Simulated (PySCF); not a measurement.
Consider H2O4S.

```yaml
atoms:
  - { symbol: O, position_ang: [0.0652, -1.6220, -0.5013] }
  - { symbol: S, position_ang: [-0.0949, -0.3903, 0.2207] }
  - { symbol: O, position_ang: [-0.5264, -0.2935, 1.5879] }
  - { symbol: O, position_ang: [1.2873, 0.4260, 0.1341] }
  - { symbol: O, position_ang: [-1.0613, 0.5225, -0.6820] }
  - { symbol: H, position_ang: [1.7576, 0.1336, -0.6628] }
  - { symbol: H, position_ang: [-1.4241, 1.2287, -0.1237] }
```

Geometry: PBE0-D3(BJ)/def2-SVP.

Level of theory: PySCF 2.14.0, mPW1PW91/pcSseg-2, SCF density, gas phase, non-relativistic.

Predict the electron density and electron localisation function between the atoms.

Answer. S–O (1.44 Å): ρ is about 2.4 e/Å³ halfway; the ELF peaks at about 0.80 between the atoms (a short, strongly polar bond).
S–O (1.61 Å): the density is about 1.7 e/Å³ at the midpoint; the ELF peaks at about 0.85 between the atoms (a polar covalent bond).

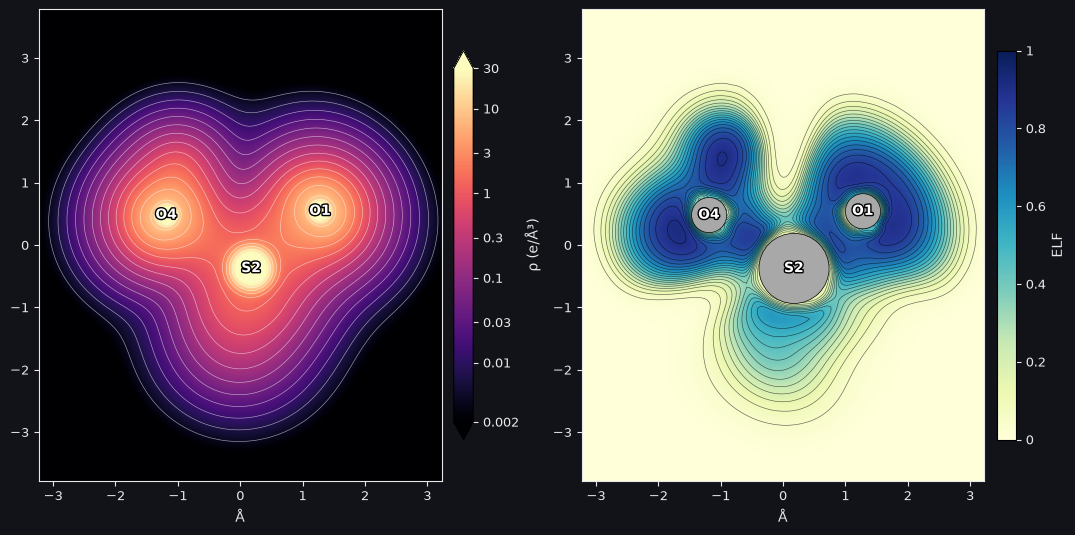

Computed electron density and electron localisation function on the plane of atoms O1, S2 and O4, in this order. Grey discs cover the atomic cores in the ELF map. 
